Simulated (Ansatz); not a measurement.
Consider CH$_{6}$InN.

```yaml
atoms:
  - { symbol: C, position_ang: [-1.0644, 0.8918, -0.9138] }
  - { symbol: In, position_ang: [0.7248, -0.2266, -0.3764] }
  - { symbol: N, position_ang: [0.7652, -0.9703, 1.5201] }
  - { symbol: H, position_ang: [-1.5714, 0.4046, -1.7604] }
  - { symbol: H, position_ang: [-0.7929, 1.9143, -1.2167] }
  - { symbol: H, position_ang: [-1.7562, 0.9409, -0.0608] }
  - { symbol: H, position_ang: [2.1394, -0.5937, -1.3074] }
  - { symbol: H, position_ang: [0.0239, -0.8516, 2.2038] }
  - { symbol: H, position_ang: [1.5316, -1.5094, 1.9115] }
```

Core potentials replace the inner electrons of In.

Computed with Ansatz, RKS B3LYP/def2-SVP.

Q: Predict the electron density and electron localisation function between the atoms.

A: In–N (2.04 Å): the density is about 0.7 e/Å³ at the midpoint; the ELF peaks at about 0.85 in the valence shell of N, 0.6 Å from its nucleus, and drops to about 0.15 between the two atoms.
C–In (2.18 Å): ρ is about 0.62 e/Å³ halfway; the ELF peaks at about 0.90 in the valence shell of C, 0.7 Å from its nucleus, and drops to about 0.15 between the two atoms.
N–H (1.02 Å): ρ is about 2.7 e/Å³ halfway; the ELF climbs to about 1 towards the hydrogen, as it does in any bond to H (an ordinary covalent bond to hydrogen).
C–H (1.10 Å): the density is about 1.9 e/Å³ at the midpoint; the ELF climbs to about 1 towards the hydrogen; an ordinary covalent bond to hydrogen.

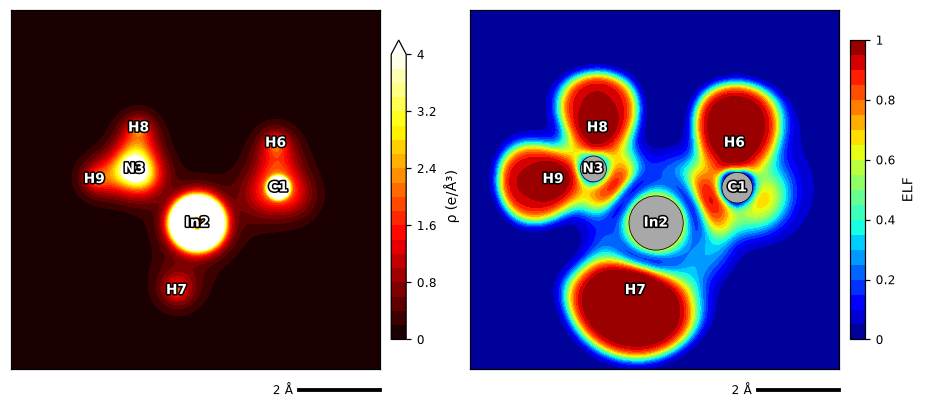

Computed electron density and electron localisation function on the plane of atoms In2, N3 and H8, in this order. Grey discs cover the atomic cores in the ELF map. 
